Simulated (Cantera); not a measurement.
Charge: 1 mol Si, 0.014 mol CO2, 14 mol N2, held at 2850 Torr.

Equilibrium computed with Cantera from the NASA thermochemical tables; the gas is ideal and each condensed phase is pure. Candidate condensed phases: C, Si, SiC, SiO2, Si2N2O, Si3N4; 34 gas species. Mutual solubility and eutectic melting of coexisting phases are not modelled. The numbers say what is thermodynamically allowed, not how fast it happens.

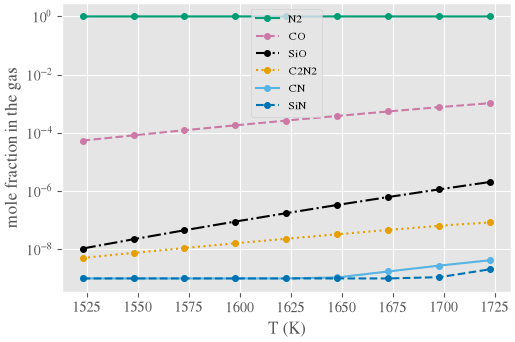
Equilibrium gas composition (values under 1e-9 drawn at 1e-9)

**Question.** Read off the mole fractions at 1648 K.

**Answer.** N2 about 1.00, CO about 0.00038, SiO about 3.3e-7, C2N2 about 3.3e-8.
